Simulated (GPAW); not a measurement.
## Local fields in the sheet polarisability of SbP (buckled honeycomb monolayer)

Wanted: the sheet polarisability of SbP (buckled honeycomb monolayer), with cost.

Program: GPAW 26.7.0. Level of theory: PBE and many-body steps on it, plane waves. Results are calculated unless marked as measured.

### Step 1. The structure

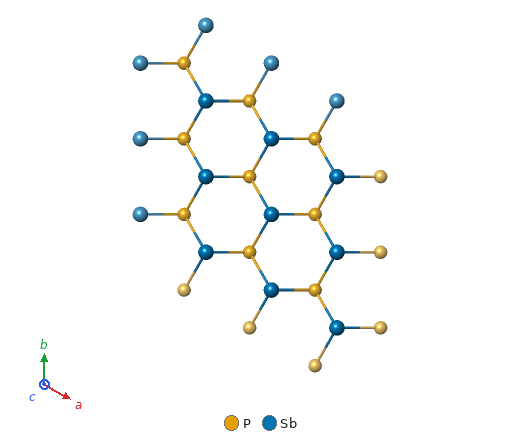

Start, viewed from above; phosphorus orange, antimony blue. 3×3×1 cells are drawn. Some periodic images of atoms are drawn too.

The cell holds 2 atoms: 1 P and 1 Sb. Cell: a = 3.727 Å, b = 3.727 Å, c = 12.300 Å, α = 90.0°, β = 90.0°, γ = 120.0°. Vacuum lies along c.

As a file:

```xyz
2
Lattice="3.7275 0.0000 0.0000 -1.8637 3.2281 0.0000 0.0000 0.0000 12.3000" Properties=species:S:1:pos:R:3
P     0.0000    2.1521    5.4325
Sb    1.8637    1.0760    6.8675
```

The structure was relaxed with PBE. The runs that relaxed it are not among those shown. Spin-orbit coupling is left out unless a step names it.

### Step 2. Empty states on the mesh, 15×15×1 mesh, 196 bands

This step: GPAW 26.7.0; DFT, PBE, plane waves, PAW.

The sums over transitions need many empty states on a uniform mesh; this step solves for them.

Contents of run.py:

```python
import json
import numpy as np
from gpaw.mpi import world
from gpaw import GPAW

calc = GPAW('gs.gpw').fixed_density(kpts={'size': (15, 15, 1), 'gamma': True},
    nbands=228,
    convergence={'bands': 196},
    txt='nscf.txt')
calc.write('full.gpw', mode='all')
res = {}
kpts = calc.get_ibz_k_points()
res['kpts'] = kpts
res['eigenvalues'] = [calc.get_eigenvalues(kpt=k) for k in range(len(kpts))]
res['n_electrons'] = calc.get_number_of_electrons()

if world.rank == 0:
    with open('result.json', 'w') as f:
        json.dump(res, f, default=lambda x: x.tolist())
```

Launch:

```
$ mpirun -n 4 gpaw python run.py
```

Numbers of over 12 decimals in the logs are rounded to 6 here.

The log of the run:

```text
Diagonalizing LCAO Hamiltonian
Converting LCAO to pw mode
convergence criteria:
- Maximum integral of absolute [eigenst]ate change: 4e-08 eV^2 / valence electron
maximum number of iterations: 100

SCF iterations
|iter     |     time |      energy | eigst |  dens |
|iter:   1|  |             | +4.50 |       |
|iter:   2|  |             | +3.28 |       |
|iter:   3|  |             | +2.18 |       |
[...]
|iter:  15|  |             | -6.97 |       |
|iter:  16|  |             | -7.27 |       |
|iter:  17|  |             | -7.60c|       |
SCF steps: 17
  __  _  _
 | _ |_)|_||  |
 |__||  | ||/\| - 26.7.0

Input parameters:
  mode=PW(ecut=450.000000),
  convergence={'bands': 196},
  gpts=array([20, 20, 63]),
  kpts=MonkhorstPack(size=(15, 15, 1), gamma=True),
  maxiter=100,
  nbands=228,
  occupations=Occupations(name='fermi-dirac', width=0.001, fixmagmom=False),
  parallel={},
  xc=XC(name='PBE')
# Writing to full.gpw (mode='all')
  [... matrices ...]

timing:  # [seconds]
  Total: 0.108  # ━━━━━━━━━━━━━━━━━━━━━━━━━━━━━━━━━━━━━━━━━━━━━━━━━━━━━━━━━━━
```

It took 3.3 min on 4 MPI ranks of Arm Neoverse V1, shared host; peak memory 1.2 GiB.

Numbers from this step:

- gap: 1.735 eV
- k of the valence top: 0, 0, 0
- k of the conduction bottom: 0.3333, 0, 0
- least direct gap: 2.059 eV
- k points computed: 27
- lowest point of the top converged band, above the valence top: 65.0670 eV

On this mesh the gap is 1.735 eV.

### Step 3. RPA response

The response function is computed on a frequency grid, with local fields up to the given cutoff.

This step: linear response, RPA, on PBE, plane waves, PAW.

Contents of run.py:

```python
import json
import numpy as np
from gpaw.mpi import world
from gpaw.response.df import DielectricFunction

df = DielectricFunction('full.gpw',
    ecut=50,
    nbands=196,
    eta=0.2,
    frequencies={'type': 'nonlinear', 'domega0': 0.05, 'omega2': 10.0},
    intraband=False,
    truncation='2D',
    txt='df.txt')
res = {'optical': {}, 'eels': []}
for d in 'x':
    y0, y = df.get_polarizability(direction=d, xc='RPA', filename=None)
    res['optical'][d] = [y0.real, y0.imag, y.real, y.imag]
res['w'] = df.get_frequencies()
for q_c in [[0.0666666667, 0, 0], [0.2, 0, 0], [0.4666666667, 0, 0], [0.8, 0, 0], [1.2, 0, 0]]:
    res['eels'].append(df.get_eels_spectrum(q_c=q_c, xc='RPA', filename=None))

if world.rank == 0:
    with open('result.json', 'w') as f:
        json.dump(res, f, default=lambda x: x.tolist())
```

Launch:

```
$ mpirun -n 4 gpaw python run.py
```

The log of the run:

```text
Using integrator: PointIntegrator
NonLinearFrequencyDescriptor(from 0.000 to 97.483 eV, 388 points)
Nonperiodic BCs:  [False False  True]
Using integrator: PointIntegrator
NonLinearFrequencyDescriptor(from 0.000 to 97.483 eV, 388 points)
Nonperiodic BCs:  [False False  True]

Calculating chi0 body with:
    Ground state adapter containing:
    Number of spins: 1
    Number of kpoints: 225
    Number of irreducible kpoints: 27
    Number of completely occupied states: 10
    Number of partially occupied states: 10
    Occupied states memory: 3.84521484375 M / cpu

    Linear response parametrization:
    q_c: [0.0, 0.0, 0.0]
    Number of frequency points: 388
    Planewave cutoff: 50.0
    Number of bands: 196
    Number of planewaves: 111
    Broadening (eta): 0.2
    comm.size: 4
    kncomm.size: 4
    blockcomm.size: 1

    Memory estimate of potentially large arrays:
        chi0_wGG: 72.945374 M / cpu
Integrating chi0 body.

Symmetries of q_c:
    Direct symmetries (Uq -> q): 6
    Indirect symmetries (TUq -> q): 6
In total 12 allowed symmetries.

  [... matrices ...]
27 groups of equivalent kpoints. 88.0% reduction.

Integral kind: spectral function

Calculating chi0 optical extensions with:
    Ground state adapter containing:
    Number of spins: 1
    Number of kpoints: 225
    Number of irreducible kpoints: 27
    Number of completely occupied states: 10
    Number of partially occupied states: 10
    Occupied states memory: 3.84521484375 M / cpu

    Linear response parametrization:
    Number of frequency points: 388
    Planewave cutoff: 50.0
    Number of bands: 196
    Number of planewaves: 111
    Broadening (eta): 0.2
Integrating chi0 head and wings.

Symmetries of q_c:
    Direct symmetries (Uq -> q): 6
    Indirect symmetries (TUq -> q): 6
In total 12 allowed symmetries.

  [... matrices ...]
27 groups of equivalent kpoints. 88.0% reduction.

Integral kind: spectral function wings

Calculating chi0 body with:
    Ground state adapter containing:
    Number of spins: 1
    Number of kpoints: 225
    Number of irreducible kpoints: 27
    Number of completely occupied states: 10
    Number of partially occupied states: 10
    Occupied states memory: 3.84521484375 M / cpu

    Linear response parametrization:
    q_c: [0.0666666667, 0.0, 0.0]
    Number of frequency points: 388
    Planewave cutoff: 50.0
    Number of bands: 196
    Number of planewaves: 117
    Broadening (eta): 0.2
    comm.size: 4
    kncomm.size: 4
    blockcomm.size: 1

    Memory estimate of potentially large arrays:
        chi0_wGG: 81.044495 M / cpu
Integrating chi0 body.

Symmetries of q_c:
    Direct symmetries (Uq -> q): 2
    Indirect symmetries (TUq -> q): 0
In total 2 allowed symmetries.

  [... matrices ...]
120 groups of equivalent kpoints. 46.666667% reduction.

Integral kind: spectral function

[... 4 further calls ...]
```

Run time: 2.1 min. Hardware: 4 MPI ranks; peak memory 2.1 GiB; 8.6 min of CPU time.

This step gave:

| Quantity | Value |
| --- | --- |
| static polarisability of the sheet (Å) | 4.229 |
| the same without local fields | 4.893 |

The static value is 4.23.

The Im polarisability of the sheet has structure finer than the step of the table below, so its rows give means over 2 eV, whole bins alone (the curve runs from 0 to 39.8 eV). Peaks (eV: height): xx, no local fields 3.4: 10.7; xx, local fields 3.4: 8.78.

RPA, broadening 0.2 eV. Im polarisability of the sheet against photon energy; means over each step:

| photon energy (eV) | xx, no local fields (Å) | xx, local fields (Å) |
| --- | --- | --- |
| 2 | 2.89 | 2.30 |
| 4 | 7.31 | 6.24 |
| 6 | 2.20 | 2.36 |
| 8 | 0.871 | 0.857 |
| 10 | 0.539 | 0.494 |
| 12 | 0.236 | 0.267 |
| 14 | 0.140 | 0.154 |
| 16 | 0.0907 | 0.140 |
| 18 | 0.0480 | 0.0876 |
| 20 | 0.0321 | 0.0563 |
| 22 | 0.0231 | 0.0404 |
| 24 | 0.0167 | 0.0275 |
| 26 | 0.0137 | 0.0198 |
| 28 | 0.0108 | 0.0143 |
| 30 | 0.0242 | 0.0224 |
| 32 | 0.0567 | 0.0486 |
| 34 | 0.0196 | 0.0274 |
| 36 | 0.0145 | 0.0156 |
| 38 | 0.0181 | 0.0181 |

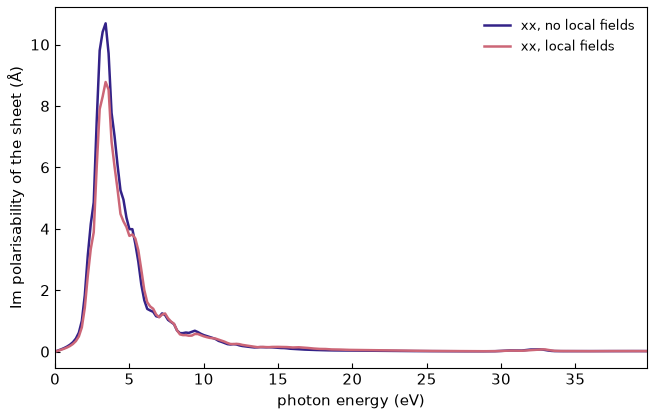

Im polarisability of the sheet against photon energy.

### Step 4. RPA response, local-field cutoff (15×15×1 mesh, 196 bands, screening to 5 eV, broadening 0.2 eV)

Changes to run.py since step 3:

```diff
@@ -6,3 +6,3 @@
 df = DielectricFunction('full.gpw',
-    ecut=50,
+    ecut=5,
     nbands=196,
@@ -18,3 +18,3 @@
 res['w'] = df.get_frequencies()
-for q_c in [[0.0666666667, 0, 0], [0.2, 0, 0], [0.4666666667, 0, 0], [0.8, 0, 0], [1.2, 0, 0]]:
+for q_c in [[0.4666666667, 0, 0]]:
     res['eels'].append(df.get_eels_spectrum(q_c=q_c, xc='RPA', filename=None))
```

Launch:

```
$ mpirun -n 4 gpaw python run.py
```

The log of the run:

```text
Using integrator: PointIntegrator
NonLinearFrequencyDescriptor(from 0.000 to 97.483 eV, 388 points)
Nonperiodic BCs:  [False False  True]
Using integrator: PointIntegrator
NonLinearFrequencyDescriptor(from 0.000 to 97.483 eV, 388 points)
Nonperiodic BCs:  [False False  True]

Calculating chi0 body with:
    Ground state adapter containing:
    Number of spins: 1
    Number of kpoints: 225
    Number of irreducible kpoints: 27
    Number of completely occupied states: 10
    Number of partially occupied states: 10
    Occupied states memory: 3.84521484375 M / cpu

    Linear response parametrization:
    q_c: [0.0, 0.0, 0.0]
    Number of frequency points: 388
    Planewave cutoff: 5.0
    Number of bands: 196
    Number of planewaves: 5
    Broadening (eta): 0.2
    comm.size: 4
    kncomm.size: 4
    blockcomm.size: 1

    Memory estimate of potentially large arrays:
        chi0_wGG: 0.148010 M / cpu
Integrating chi0 body.

Symmetries of q_c:
    Direct symmetries (Uq -> q): 6
    Indirect symmetries (TUq -> q): 6
In total 12 allowed symmetries.

  [... matrices ...]
27 groups of equivalent kpoints. 88.0% reduction.

Integral kind: spectral function

Calculating chi0 optical extensions with:
    Ground state adapter containing:
    Number of spins: 1
    Number of kpoints: 225
    Number of irreducible kpoints: 27
    Number of completely occupied states: 10
    Number of partially occupied states: 10
    Occupied states memory: 3.84521484375 M / cpu

    Linear response parametrization:
    Number of frequency points: 388
    Planewave cutoff: 5.0
    Number of bands: 196
    Number of planewaves: 5
    Broadening (eta): 0.2
Integrating chi0 head and wings.

Symmetries of q_c:
    Direct symmetries (Uq -> q): 6
    Indirect symmetries (TUq -> q): 6
In total 12 allowed symmetries.

  [... matrices ...]
27 groups of equivalent kpoints. 88.0% reduction.

Integral kind: spectral function wings

Calculating chi0 body with:
    Ground state adapter containing:
    Number of spins: 1
    Number of kpoints: 225
    Number of irreducible kpoints: 27
    Number of completely occupied states: 10
    Number of partially occupied states: 10
    Occupied states memory: 3.84521484375 M / cpu

    Linear response parametrization:
    q_c: [0.4666666667, 0.0, 0.0]
    Number of frequency points: 388
    Planewave cutoff: 5.0
    Number of bands: 196
    Number of planewaves: 4
    Broadening (eta): 0.2
    comm.size: 4
    kncomm.size: 4
    blockcomm.size: 1

    Memory estimate of potentially large arrays:
        chi0_wGG: 0.0947265625 M / cpu
Integrating chi0 body.

Symmetries of q_c:
    Direct symmetries (Uq -> q): 2
    Indirect symmetries (TUq -> q): 0
In total 2 allowed symmetries.

  [... matrices ...]
120 groups of equivalent kpoints. 46.666667% reduction.

Integral kind: spectral function
```

Run time: 34 s. Hardware: 4 MPI ranks; peak memory 1.4 GiB.

Numbers from this step:

```
static polarisability of the sheet (Å) : 4.893
the same without local fields          : 4.893
```

The static value is 4.89.

The Im polarisability of the sheet has structure finer than the step of the table below, so its rows give means over 5 eV, whole bins alone (the curve runs from 0 to 39.8 eV). Peaks (eV: height): xx, no local fields 3.4: 10.7; xx, local fields 3.4: 10.7.

RPA, broadening 0.2 eV. Table of Im polarisability of the sheet by photon energy; means over each step:

| photon energy (eV) | xx, no local fields (Å) | xx, local fields (Å) |
| --- | --- | --- |
| 5 | 4.61 | 4.61 |
| 10 | 0.523 | 0.523 |
| 15 | 0.116 | 0.116 |
| 20 | 0.0336 | 0.0336 |
| 25 | 0.0153 | 0.0153 |
| 30 | 0.0290 | 0.0290 |
| 35 | 0.0220 | 0.0220 |

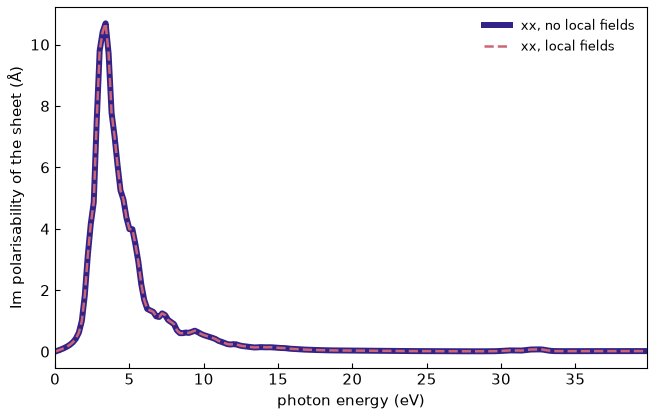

Im polarisability of the sheet against photon energy.

### Step 5. RPA response, fewer bands (15×15×1 mesh, 15 bands, screening to 50 eV, broadening 0.2 eV)

Changes to run.py since step 4:

```diff
@@ -6,4 +6,4 @@
 df = DielectricFunction('full.gpw',
-    ecut=5,
-    nbands=196,
+    ecut=50,
+    nbands=15,
     eta=0.2,
@@ -18,3 +18,3 @@
 res['w'] = df.get_frequencies()
-for q_c in [[0.4666666667, 0, 0]]:
+for q_c in []:
     res['eels'].append(df.get_eels_spectrum(q_c=q_c, xc='RPA', filename=None))
```

Launch:

```
$ mpirun -n 4 gpaw python run.py
```

The log of the run:

```text
Using integrator: PointIntegrator
NonLinearFrequencyDescriptor(from 0.000 to 36.939 eV, 293 points)
Nonperiodic BCs:  [False False  True]
Using integrator: PointIntegrator
NonLinearFrequencyDescriptor(from 0.000 to 36.939 eV, 293 points)
Nonperiodic BCs:  [False False  True]

Calculating chi0 body with:
    Ground state adapter containing:
    Number of spins: 1
    Number of kpoints: 225
    Number of irreducible kpoints: 27
    Number of completely occupied states: 10
    Number of partially occupied states: 10
    Occupied states memory: 3.84521484375 M / cpu

    Linear response parametrization:
    q_c: [0.0, 0.0, 0.0]
    Number of frequency points: 293
    Planewave cutoff: 50.0
    Number of bands: 15
    Number of planewaves: 111
    Broadening (eta): 0.2
    comm.size: 4
    kncomm.size: 4
    blockcomm.size: 1

    Memory estimate of potentially large arrays:
        chi0_wGG: 55.085037 M / cpu
Integrating chi0 body.

Symmetries of q_c:
    Direct symmetries (Uq -> q): 6
    Indirect symmetries (TUq -> q): 6
In total 12 allowed symmetries.

  [... matrices ...]
27 groups of equivalent kpoints. 88.0% reduction.

Integral kind: spectral function

Calculating chi0 optical extensions with:
    Ground state adapter containing:
    Number of spins: 1
    Number of kpoints: 225
    Number of irreducible kpoints: 27
    Number of completely occupied states: 10
    Number of partially occupied states: 10
    Occupied states memory: 3.84521484375 M / cpu

    Linear response parametrization:
    Number of frequency points: 293
    Planewave cutoff: 50.0
    Number of bands: 15
    Number of planewaves: 111
    Broadening (eta): 0.2
Integrating chi0 head and wings.

Symmetries of q_c:
    Direct symmetries (Uq -> q): 6
    Indirect symmetries (TUq -> q): 6
In total 12 allowed symmetries.

  [... matrices ...]
27 groups of equivalent kpoints. 88.0% reduction.

Integral kind: spectral function wings
```

Elapsed: 4.7 s, on 4 MPI ranks; peak memory 1.3 GiB; 18 s of CPU time.

Numbers from this step:

```yaml
static_polarisability_of_the_sheet_a: 4.114
the_same_without_local_fields: 4.753
```

(Continued in part 2 of 2.)

[Paths, hosts, dates, memory and timing lines, banners, echoed tables and standing remarks are left out of the program output.]

[Logs are printed without paths, hosts, clocks, repeated set-up lines and the standing remarks that a program may print on its own settings, such as how far it seeks lower states.]

[Runs of the session that timed out or met a known fault of the program may be left out.]

[Hosts, paths, dates, database ids (printed as entryN), source tags and the programs' standing remarks are cut or masked in the printed files.]
